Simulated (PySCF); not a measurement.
## A study: C2H6Se, SMILES `C[Se]C`

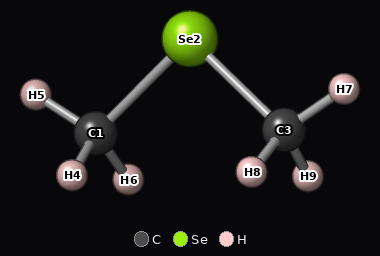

The molecule, with its atoms numbered as below. No frequency check shows the geometry to be a minimum.

Geometry (Å), atoms numbered from 1:

```
C1       1.4610    0.8211    0.0004
Se2     -0.0000   -0.4744    0.0000
C3      -1.4610    0.8211   -0.0004
H4       1.3933    1.4366    0.8944
H5       2.3941    0.2653   -0.0019
H6       1.3939    1.4365   -0.8936
H7      -2.3941    0.2653    0.0019
H8      -1.3938    1.4366    0.8936
H9      -1.3933    1.4366   -0.8944
```

### 1. Bonding charge

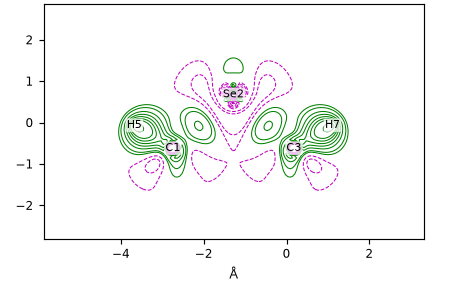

Deformation density (molecule less spherical, spin-averaged free atoms) in the plane of C1, Se2, C3, H5 and H7; contours at ±0.05 to ±0.8 e/Å³; solid green lines: gain, dashed magenta lines: loss.

PySCF calculation, PBE0/aug-cc-pVDZ, gas phase; geometry: GFN2-xTB.

Describe the bonding that the map shows.

Answer. C1–H5 and C3–H7: +0.69 e/Å³ at the bond critical point (bond length 1.09 Å). C1–Se2 and Se2–C3: +0.18 e/Å³ at the bond critical point (bond length 1.95 Å). In all, 2.0 electrons gather in the regions of gain relative to the promolecule.

Where do the Hirshfeld charges lie?

Answer. The highest Hirshfeld charge is on H5 and H7 (+0.05 e), the lowest on C1 and C3 (−0.15 e).

### 2. Local ionisation energy

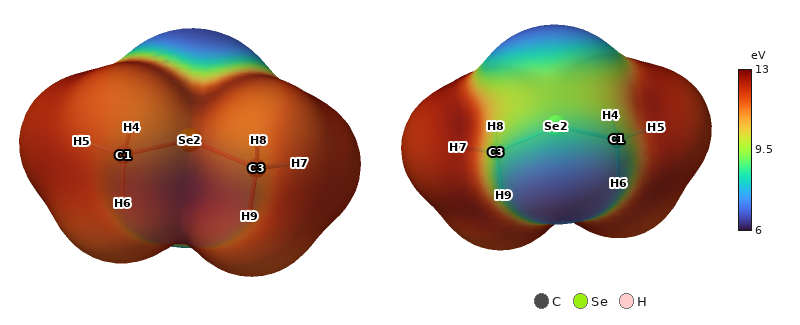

Average local ionisation energy on the surface of electron density 0.001 a.u. (back view left, front view right).

Locate the minima of the map.

Answer. The lowest value is 6.7 eV, 2.4 Å from Se2, and at like points elsewhere. Further minima include 11.5 eV, 1.3 Å from H6, and at like points elsewhere. For comparison, the highest occupied orbital lies at −6.0 eV.

What volume does the surface enclose, and what is the dipole moment?

Answer. About 102 Å³; the dipole moment is 1.6 D.

### 3. Removing or adding an electron

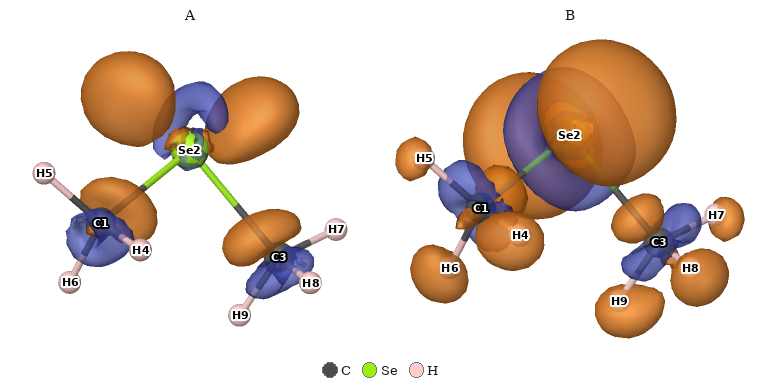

The two Fukui functions at ±0.03 e/Å³ (orange positive, blue negative).

Level of theory: PBE0/def2-TZVP (PySCF), at a geometry from GFN2-xTB.

Which panel is f⁻ (electron removed) and which f⁺ (electron added)?

Answer. A is f⁺, B is f⁻. f⁻ (Hirshfeld-condensed) is largest on Se2 (0.58); the vertical ionisation energy is 8.24 eV (the stability of the cation's solution wasn't checked). f⁺ (Hirshfeld-condensed) is largest on Se2 (0.38); the vertical electron affinity is −2.10 eV (the stability of the anion's solution wasn't checked; negative, but this basis has no diffuse functions, so it doesn't show that the anion is unbound).

What chemical potential and hardness follow from the two energies?

Answer. μ = −(I + A)/2 = −3.07 eV and η = I − A = 10.33 eV.

### 4. Localised orbitals

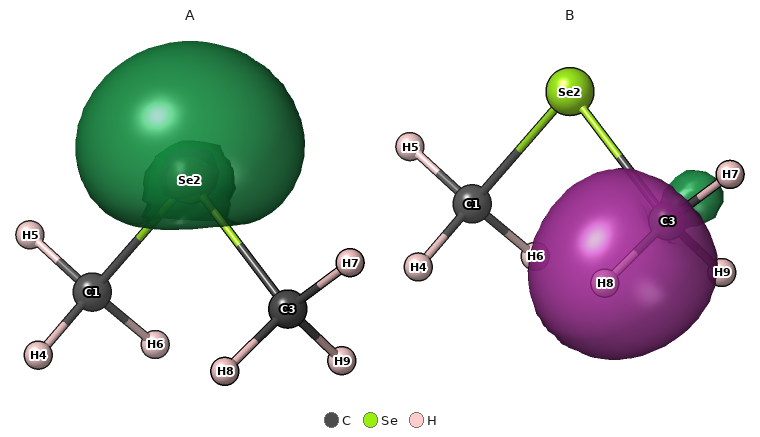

Pipek–Mezey orbitals, occupied; each surface holds about 80 % of the orbital's density. Energies are diagonal elements of the Fock matrix.

Computed with PySCF, PBE0/6-311G**, geometry: GFN2-xTB.

Name the orbitals, with their atomic make-up and energies.

Answer. By panel:
- A: lone pair on Se2 (s-type) (Se2 100 %; −14.1 eV)
- B: σ bond C3–H8 (C3 56 %, H8 43 %; −13.9 eV)

### 5. Stretching a bond

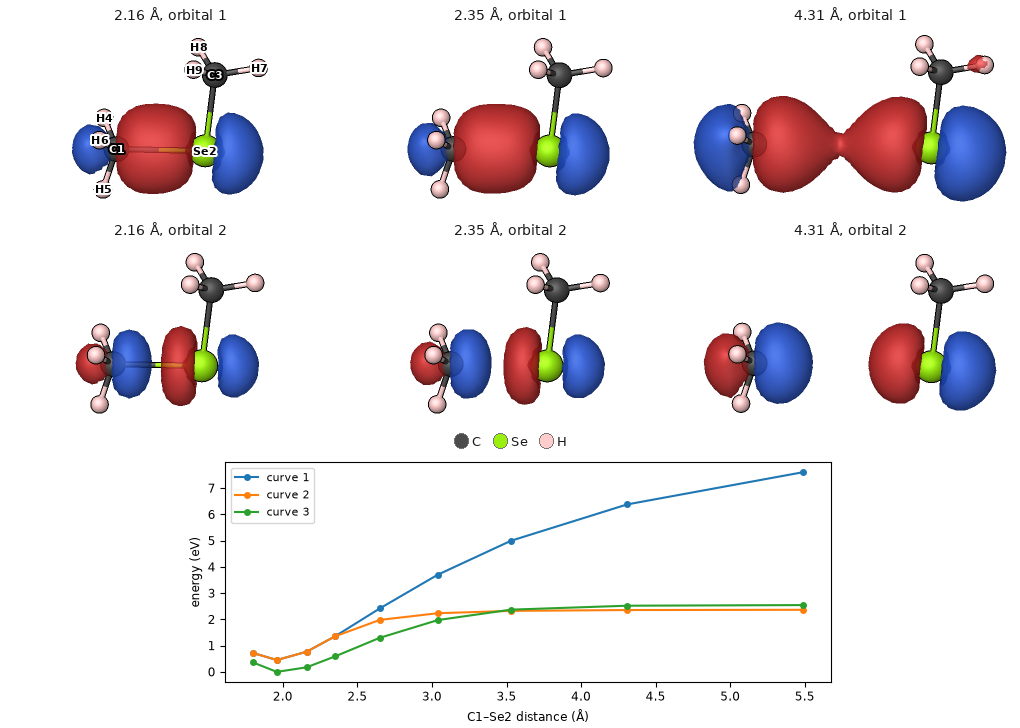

Rigid stretch of the C1–Se2 bond. The two CASSCF(2,2) natural orbitals nearest half filling (orbital 1 the more occupied). Below: energies along the scan, from the lowest point of the three curves.

Computed with PySCF, def2-SVP basis, geometry: GFN2-xTB.

How do the occupations change along the stretch?

Answer. 2.16 Å: 1.95 and 0.05; 2.35 Å: 1.91 and 0.09; 4.31 Å: 1.13 and 0.87. At the longest distance computed (5.49 Å) they are 1.02 and 0.98, and the effective number of unpaired electrons is 2.0.

Which curve is which method?

Answer. Curve 1 is RHF. Curve 2 is UHF. Curve 3 is CASSCF(2,2). RHF rises too steeply because it keeps both electrons in one orbital and so mixes in ionic fragments.

Where does the UHF solution part from RHF?

Answer. Between 2.35 Å (⟨S²⟩ = 0, the two coincide) and 2.65 Å (⟨S²⟩ = 0.61); at 5.49 Å ⟨S²⟩ is 1.02 and UHF lies 5.2 eV below RHF.

How much energy does the stretch cost?

Answer. By CASSCF, 2.5 eV from the lowest point of the scan (1.96 Å) to 5.49 Å; RHF gives 7.2 eV from its own lowest point. The fragments aren't relaxed and dynamic correlation is missing, so this isn't a bond dissociation energy.

The PySCF runs shown took 22 s, 110 s, 17 s and 8 min on 1 thread of Arm Neoverse N1 (shared host).
